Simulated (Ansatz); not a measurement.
# Run report: Si2H6O, geometry relaxation (part 1 of 2)

The run: geometry relaxation of Si2H6O. Method and program: RKS PBE0-D4/def2-TZVP (Ansatz 0.2.0).

Figures and captions count atoms from 1; the log counts them from 0 in places.

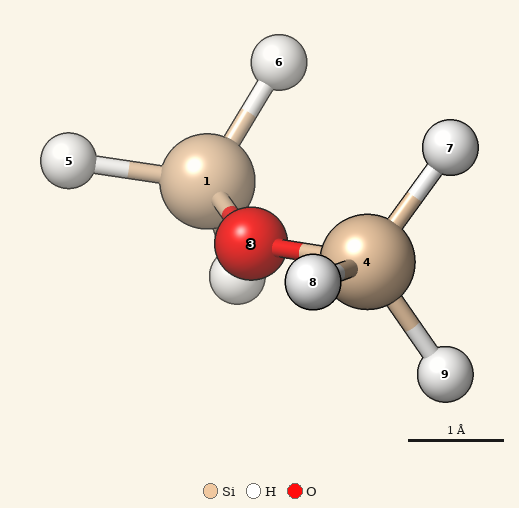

Fig. 1: The structure as given in the input (ball-and-stick view, seen at a tilt; atoms are numbered from 1 in the order of the input). Bond lengths as drawn: H–Si 1.48 to 1.49 Å and O–Si 1.63 to 1.64 Å.

### Input
```yaml
crystal:
  periodic: [false, false, false]
  atoms:
    - {symbol: Si, position_ang: [0.099690, 0.531901, 0.218978]}
    - {symbol: H, position_ang: [-0.318748, -0.889278, 0.050774]}
    - {symbol: O, position_ang: [0.208744, 1.186161, -1.284553]}
    - {symbol: Si, position_ang: [-0.594027, 1.948698, -2.482432]}
    - {symbol: H, position_ang: [1.451219, 0.595159, 0.816777]}
    - {symbol: H, position_ang: [-0.908339, 1.278303, 1.004049]}
    - {symbol: H, position_ang: [-1.634313, 2.851557, -1.920874]}
    - {symbol: H, position_ang: [0.377164, 2.743586, -3.273929]}
    - {symbol: H, position_ang: [-1.250944, 0.954486, -3.372037]}
basis:
  gaussian: {orbitals: def2-TZVP}
hamiltonian: {xc: pbe0, dispersion: d4}
relax: {f_tol: 0.005, max_steps: 200}
```

Hardware: 8 threads of Intel Xeon @ 2.50GHz, 180 GiB of memory available, shared host.

Run as:
```bash
ansatz run in.yaml --threads 8 --pin off --events-out ev --progress --plain --max-ram 19148MiB
```

### The program's output
```
Functional definition: PBE0
  name "PBE0"
  cite "Adamo & Barone, J. Chem. Phys. 110, 6158 (1999) doi:10.1063/1.478522"
  cite "Perdew, Burke & Ernzerhof, Phys. Rev. Lett. 77, 3865 (1996) doi:10.1103/PhysRevLett.77.3865"
  parent pbe
  parameter a = 0.25
  parameter kappa = 0.804
  parameter beta = 0.06672455060314922
  exchange = (1 - a)*pbe_x(kappa = kappa, mu = beta*pi^2/3) + a*exact_x
  correlation = pbe_c(beta = beta)
951 factors; their error is unknown
mean field evaluation 1: about -17890.0196 eV, gradient 5.2e1 eV
mean field evaluation 2: about -17880.1214 eV, gradient 8.9e1 eV
mean field evaluation 4: about -17894.2022 eV, gradient 7.8e-1 eV
mean field evaluation 8: about -17894.2735 eV, gradient 1.2e-1 eV
mean field -17894.27349207 eV, -657.6024216595 hartree, gradient 5.0e-5 eV, S^2 0.000000; 0 other end points of the search recorded, 0 dependent functions left out
the calculation of the forces begins
reference -17894.27352686 eV, -657.6024229379 hartree; 21, 21 occupied and 120, 120 virtual orbitals, 951 factors
relax step   1: F+E_penalty+E_count = -17894.40914513 eV  Δ(F+E_penalty+E_count) = +0.000e0 eV  max|allowed force component| = 6.698e-1 eV/Å  Δτ_max = 0.0000 Å  (23 SCF iters, accepted)
these checks for a lower state are left out or cut short: starts, cluster_reference, orbital_swaps, neighbouring_geometries, increment
951 factors; their error is unknown
mean field evaluation 16: about -17894.2135 eV, gradient 1.3e0 eV
mean field -17894.28659442 eV, -657.6029031617 hartree, gradient 9.1e-6 eV, S^2 0.000000; 0 other end points of the search recorded, 0 dependent functions left out
[... from here on the field's lines of each further geometry are left out, up to the last ...]
relax step   2: F+E_penalty+E_count = -17894.42200007 eV  Δ(F+E_penalty+E_count) = -1.285e-2 eV  max|allowed force component| = 2.502e-1 eV/Å  Δτ_max = 0.0315 Å  (27 SCF iters, accepted)
relax step   3: F+E_penalty+E_count = -17894.42295077 eV  Δ(F+E_penalty+E_count) = -9.507e-4 eV  max|allowed force component| = 1.256e-1 eV/Å  Δτ_max = 0.0059 Å  (27 SCF iters, accepted)
relax step   4: F+E_penalty+E_count = -17894.42334904 eV  Δ(F+E_penalty+E_count) = -3.983e-4 eV  max|allowed force component| = 3.104e-2 eV/Å  Δτ_max = 0.0214 Å  (26 SCF iters, accepted)
relax step   5: F+E_penalty+E_count = -17894.42340861 eV  Δ(F+E_penalty+E_count) = -5.956e-5 eV  max|allowed force component| = 1.203e-3 eV/Å  Δτ_max = 0.0109 Å  (26 SCF iters, accepted)
relax step   6: F+E_penalty+E_count = -17894.42345245 eV  Δ(F+E_penalty+E_count) = -4.385e-5 eV  max|allowed force component| = 2.583e-2 eV/Å  Δτ_max = 0.0197 Å  (26 SCF iters, accepted)
relax step   7: F+E_penalty+E_count = -17894.42348676 eV  Δ(F+E_penalty+E_count) = -3.431e-5 eV  max|allowed force component| = 3.465e-2 eV/Å  Δτ_max = 0.0187 Å  (26 SCF iters, accepted)
relax step   8: F+E_penalty+E_count = -17894.42325163 eV  Δ(F+E_penalty+E_count) = +2.351e-4 eV  max|allowed force component| = 1.120e-1 eV/Å  Δτ_max = 0.0388 Å  (26 SCF iters, rejected (line search))
relax step   9: F+E_penalty+E_count = -17894.42354829 eV  Δ(F+E_penalty+E_count) = -6.153e-5 eV  max|allowed force component| = 6.378e-3 eV/Å  Δτ_max = 0.0185 Å  (26 SCF iters, accepted)
relax step  10: F+E_penalty+E_count = -17894.42356547 eV  Δ(F+E_penalty+E_count) = -1.718e-5 eV  max|allowed force component| = 3.337e-2 eV/Å  Δτ_max = 0.0238 Å  (26 SCF iters, accepted)
relax step  11: F+E_penalty+E_count = -17894.42360187 eV  Δ(F+E_penalty+E_count) = -3.640e-5 eV  max|allowed force component| = 1.935e-2 eV/Å  Δτ_max = 0.0028 Å  (20 SCF iters, accepted)
relax step  12: F+E_penalty+E_count = -17894.42363058 eV  Δ(F+E_penalty+E_count) = -2.871e-5 eV  max|allowed force component| = 5.441e-4 eV/Å  Δτ_max = 0.0075 Å  (27 SCF iters, accepted)
relax step  13: F+E_penalty+E_count = -17894.42366644 eV  Δ(F+E_penalty+E_count) = -3.586e-5 eV  max|allowed force component| = 1.549e-2 eV/Å  Δτ_max = 0.0203 Å  (26 SCF iters, accepted)
relax step  14: F+E_penalty+E_count = -17894.41818345 eV  Δ(F+E_penalty+E_count) = +5.483e-3 eV  max|allowed force component| = 2.525e-1 eV/Å  Δτ_max = 0.1960 Å  (31 SCF iters, rejected (line search))
relax step  15: F+E_penalty+E_count = -17894.42367347 eV  Δ(F+E_penalty+E_count) = -7.026e-6 eV  max|allowed force component| = 1.902e-2 eV/Å  Δτ_max = 0.0047 Å  (21 SCF iters, accepted)
relax step  16: F+E_penalty+E_count = -17894.42368677 eV  Δ(F+E_penalty+E_count) = -1.330e-5 eV  max|allowed force component| = 2.680e-3 eV/Å  Δτ_max = 0.0051 Å  (27 SCF iters, accepted)
relax step  17: F+E_penalty+E_count = -17894.42369845 eV  Δ(F+E_penalty+E_count) = -1.168e-5 eV  max|allowed force component| = 7.696e-3 eV/Å  Δτ_max = 0.0082 Å  (26 SCF iters, accepted)
relax step  18: F+E_penalty+E_count = -17894.42372335 eV  Δ(F+E_penalty+E_count) = -2.490e-5 eV  max|allowed force component| = 1.568e-2 eV/Å  Δτ_max = 0.0410 Å  (26 SCF iters, accepted)
relax step  19: F+E_penalty+E_count = -17894.42374092 eV  Δ(F+E_penalty+E_count) = -1.757e-5 eV  max|allowed force component| = 5.370e-3 eV/Å  Δτ_max = 0.0017 Å  (18 SCF iters, accepted)
the calculation of the forces begins
reference -17894.28856364 eV, -657.6029755293 hartree; 21, 21 occupied and 120, 120 virtual orbitals, 951 factors
relax step  20: F+E_penalty+E_count = -17894.42375011 eV  Δ(F+E_penalty+E_count) = -9.190e-6 eV  max|allowed force component| = 3.212e-4 eV/Å  Δτ_max = 0.0038 Å  (21 SCF iters, accepted)
951 factors; their error is unknown
mean field evaluation 160: about -17894.2885 eV, gradient 2.6e-5 eV
```

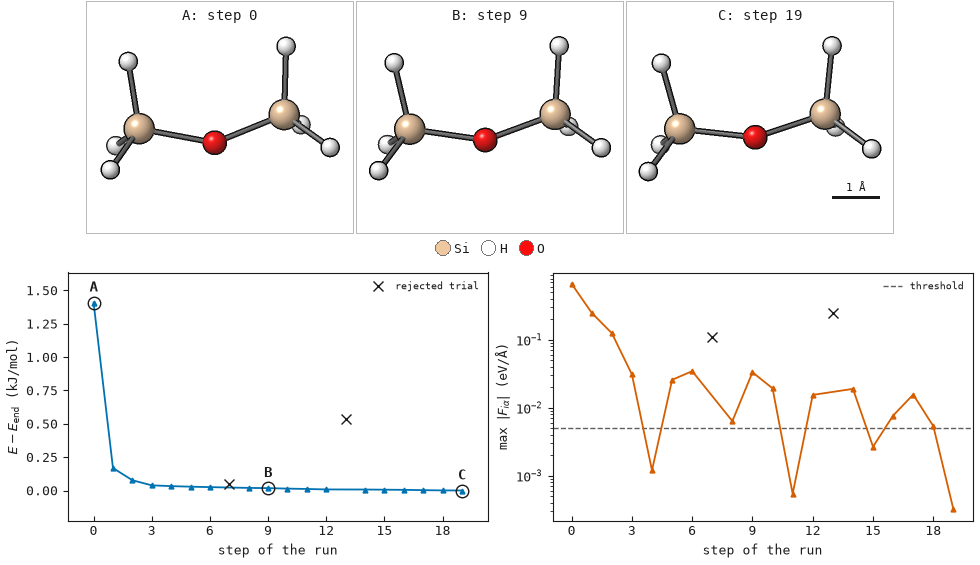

Fig. 2: Frames of the relaxation (ball-and-stick view, seen at a tilt) above the curves, on which the letters mark them (the first geometry is step 0 here and step 1 in the log).

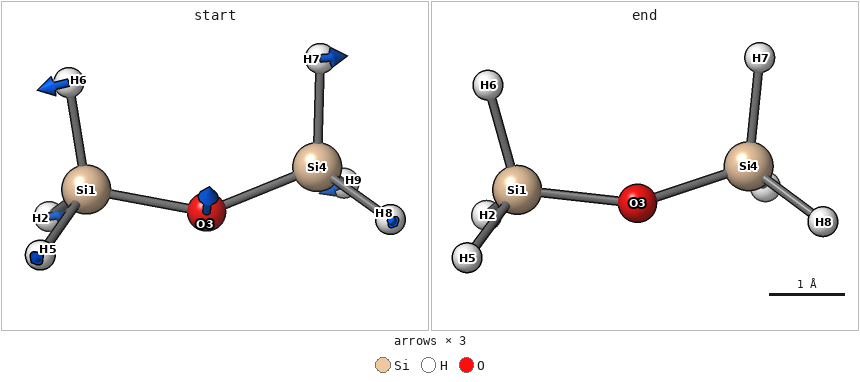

Fig. 3: Before (left) and after (right) the relaxation, at one scale (ball-and-stick view, seen at a tilt). The blue arrows give the displacements, magnified 3 times. Over 19 geometry steps the energy falls by 1.41 kJ/mol. Largest force component: 0.67 eV/Å at the start, 0.00032 eV/Å at the end. The line search rejected the trial steps at points 7, 13 (counted from 0) and went back. The largest move after the best rigid fit is that of O3, 0.19 Å. By element the largest moves are O 0.19 Å, H 0.15 Å, Si 0.02 Å. Among the contacts that change: Si1–O3 1.643 → 1.634 Å, Si1–H6 1.480 → 1.487 Å, Si1–H2 1.491 → 1.486 Å. Among the angles that change: H5–Si1–H6 112.7° → 109.6°, H2–Si1–O3 107.2° → 110.2°. (Atoms are counted from 1 in the order of the input.)

```
mean field -17894.28852916 eV, -657.6029742624 hartree, gradient 1.6e-5 eV, S^2 0.000000; 1 other end points of the search recorded, 0 dependent functions left out
the calculation of the forces begins
reference -17894.28856364 eV, -657.6029755293 hartree; 21, 21 occupied and 120, 120 virtual orbitals, 951 factors
Total energy: -17894.42378458 eV, -657.6079448073 hartree
Atom 0 at     0.102628     0.536517     0.205996 Å, force    -0.000239    -0.000020     0.000121 eV/Å
Atom 1 at    -0.357427    -0.855207    -0.040872 Å, force    -0.000019    -0.000031    -0.000048 eV/Å
Atom 2 at     0.195984     1.357268    -1.203583 Å, force     0.000091     0.000129     0.000219 eV/Å
Atom 3 at    -0.599711     1.969500    -2.492494 Å, force    -0.000311     0.000014    -0.000008 eV/Å
Atom 4 at     1.451871     0.513082     0.820014 Å, force     0.000200    -0.000017    -0.000064 eV/Å
Atom 5 at    -0.853815     1.205647     1.126687 Å, force     0.000114    -0.000176     0.000244 eV/Å
Atom 6 at    -1.676513     2.889597    -2.040724 Å, force    -0.000034     0.000115    -0.000321 eV/Å
Atom 7 at     0.373025     2.713144    -3.328432 Å, force     0.000173     0.000037    -0.000104 eV/Å
Atom 8 at    -1.205596     0.871023    -3.289838 Å, force     0.000024    -0.000051    -0.000037 eV/Å
Dipole moment:    -0.055736    -0.012868     0.007671 e Å
```

### Trajectory as extended XYZ (Å, eV, eV/Å), 20 frames, from step=1 to step=20
```
9
Properties=species:S:1:pos:R:3:forces:R:3 step=1 energy=-17894.40915
Si    0.0997    0.5319    0.2190    0.0387  -0.1461  -0.6698
H    -0.3187   -0.8893    0.0508    0.0035   0.0708   0.1844
O     0.2087    1.1862   -1.2846    0.0019   0.0161   0.2045
Si   -0.5940    1.9487   -2.4824   -0.0217   0.0101  -0.0912
H     1.4512    0.5952    0.8168   -0.0149   0.0208   0.1608
H    -0.9083    1.2783    1.0040   -0.0145   0.0234   0.1659
H    -1.6343    2.8516   -1.9209    0.0029   0.0001   0.0155
H     0.3772    2.7436   -3.2739    0.0000  -0.0006   0.0140
H    -1.2509    0.9545   -3.3720    0.0040   0.0053   0.0159
9
Properties=species:S:1:pos:R:3:forces:R:3 step=2 energy=-17894.42200
Si    0.1023    0.5220    0.1977    0.0259   0.0381  -0.2283
H    -0.3219   -0.8994    0.0804    0.0194   0.0440   0.0205
O     0.2098    1.1910   -1.2975    0.0111  -0.1006   0.2502
Si   -0.5956    1.9549   -2.4936   -0.0440   0.0278  -0.0832
H     1.4360    0.6007    0.8392    0.0091  -0.0187   0.0019
H    -0.8873    1.2640    1.0191   -0.0343   0.0118   0.0174
H    -1.6349    2.8552   -1.9258    0.0076  -0.0038   0.0078
H     0.3754    2.7523   -3.2822    0.0001  -0.0043   0.0081
H    -1.2533    0.9598   -3.3805    0.0051   0.0057   0.0056
9
Properties=species:S:1:pos:R:3:forces:R:3 step=3 energy=-17894.42295
Si    0.1025    0.5238    0.1948    0.0151   0.0323  -0.0848
H    -0.3192   -0.8963    0.0846   -0.0010  -0.0014  -0.0016
O     0.2094    1.1921   -1.2965    0.0008  -0.0520   0.1256
Si   -0.5964    1.9549   -2.4948   -0.0196   0.0225  -0.0417
H     1.4367    0.5961    0.8377    0.0005   0.0010  -0.0020
H    -0.8907    1.2632    1.0181   -0.0009   0.0032  -0.0020
H    -1.6343    2.8550   -1.9248    0.0020  -0.0034   0.0024
H     0.3756    2.7524   -3.2813    0.0009  -0.0032   0.0015
H    -1.2532    0.9594   -3.3812    0.0023   0.0011   0.0025
9
Properties=species:S:1:pos:R:3:forces:R:3 step=4 energy=-17894.42335
Si    0.1024    0.5232    0.1982   -0.0005   0.0086  -0.0214
H    -0.3185   -0.8967    0.0813   -0.0003   0.0000  -0.0005
O     0.1942    1.2026   -1.2857    0.0048  -0.0138   0.0310
Si   -0.5988    1.9576   -2.4978   -0.0087   0.0059  -0.0082
H     1.4420    0.5924    0.8302    0.0018   0.0004  -0.0006
H    -0.8843    1.2552    1.0360    0.0003  -0.0003   0.0013
H    -1.6404    2.8625   -1.9427   -0.0001  -0.0004  -0.0014
H     0.3820    2.7478   -3.2803    0.0019  -0.0004  -0.0006
H    -1.2481    0.9560   -3.3826    0.0007   0.0000   0.0004
9
Properties=species:S:1:pos:R:3:forces:R:3 step=5 energy=-17894.42341
Si    0.1023    0.5238    0.1993    0.0001   0.0000   0.0003
H    -0.3210   -0.8950    0.0755   -0.0003   0.0001  -0.0005
O     0.1918    1.2115   -1.2799   -0.0001   0.0012  -0.0001
Si   -0.5995    1.9587   -2.4982    0.0002  -0.0003   0.0003
H     1.4437    0.5875    0.8282    0.0002  -0.0004  -0.0002
H    -0.8811    1.2520    1.0442    0.0002  -0.0005   0.0010
H    -1.6441    2.8647   -1.9509   -0.0004   0.0005  -0.0009
H     0.3827    2.7460   -3.2819    0.0001  -0.0001  -0.0002
H    -1.2446    0.9513   -3.3795    0.0001  -0.0005   0.0001
```
